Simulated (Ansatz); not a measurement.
Electronic density of states of amorphous silicon oxide (Si₂₄O₄₇), density 2.20 g/cm³, on a 2×2×2 Γ-centred mesh with a Gaussian width of 0.1 eV; energies count from the Fermi level, whose place inside the gap is arbitrary. Cell and mesh are small, so fine structure isn't converged. Level of theory: PBE, scalar-relativistic without spin-orbit coupling (plane waves to 420 eV, PAW; Ansatz, a program for electronic structure). Sampling: a 2×2×2 Γ-centred mesh; Fermi-Dirac width 0.02 eV; no spin polarisation. The usual formal charges leave 2 electrons over, so the level spacing at the Fermi energy parts defect or band states and needn't be the band gap. At PBE the levels at the filled edge of the gap are localised (band-tail or defect states), and the nearest spread-out levels lie 5.3 eV apart at the zone centre.

Preparation: random packing, a CHGNet melt and quench, and a DFT relaxation. O atoms were pushed apart under 1.9 Å during the dynamics, to hinder bonds among them. The hot cell started wider than the set density and was brought back towards it in steps. It is the lowest in DFT energy of 2 quenches. It is a model cell: composition and starting density were chosen by hand, and all elements were melted together. No dispersion term was used. Its density started from a set value of 2.19 and ended at 2.20 g/cm³. The simulated quench (nominally 88 K/ps over its main leg) is rapid and tends to freeze in more defects than a deposited or slowly cooled glass has. Values belong to this one cell and scatter from quench to quench. The volume was free in the relaxation, at fixed shape. Stress components on the final sampling reach 3.2 GPa.

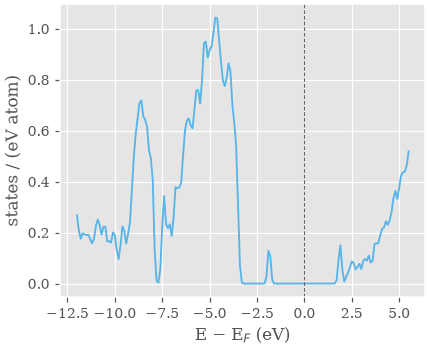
*Density of states per atom*

The level spacing at the Fermi energy on this mesh is 3.69 eV; the broadening fills part of it in the curve.
